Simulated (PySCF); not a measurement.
```xyz
6

Cl   -0.3309   -0.2149   -0.0014
H    -0.8962    0.9139    0.2951
F    -3.3383   -0.5830    0.2260
H    -2.4374   -0.8102    0.0865
F    -2.5538    1.8617    0.6658
H    -3.0814    1.0932    0.5555
```

Geometry: PBE0-D3(BJ)/def2-TZVPD.

All numbers below come from wB97M-D3(BJ)/def2-TZVPD, SCF density, gas phase (PySCF).

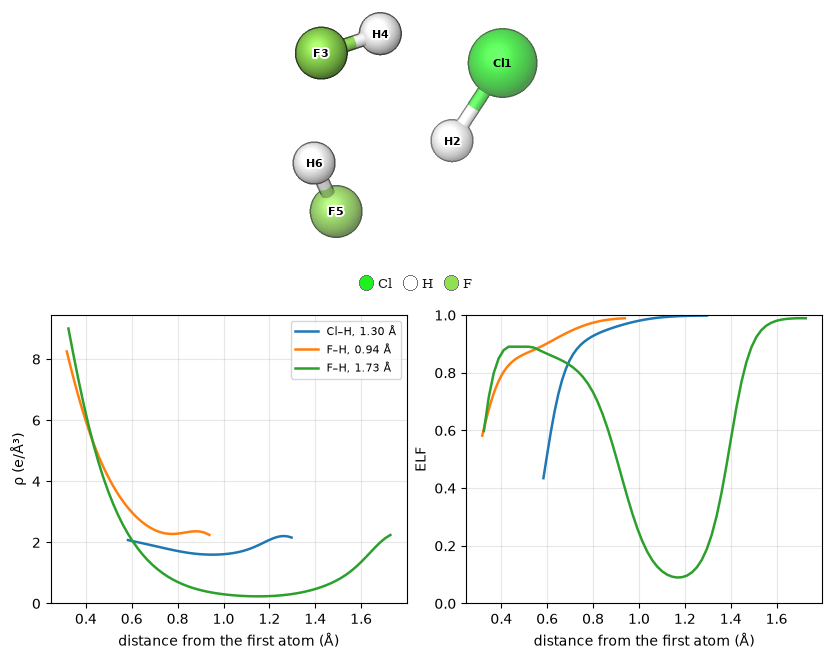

HCl···HF···HF (SMILES Cl.F.F). Electron density and electron localisation function along straight lines between neighbouring atoms. The curves leave out the atomic cores. The structure is drawn too.

### What can be read from the curves?

Cl–H (1.30 Å): the density is about 2 e/Å³ at the midpoint; the ELF climbs to about 1 towards the hydrogen, as it does in any bond to H: a covalent bond by its length.
F–H (0.94 Å): ρ is about 4.6 e/Å³ halfway; the ELF climbs to about 1 towards the hydrogen; an ordinary covalent bond to hydrogen.
F3···H6 (1.73 Å): the density falls to about 0.23 e/Å³ on the way; the ELF dips to about 0.10 between them; a closed-shell contact with the geometry of a hydrogen bond.
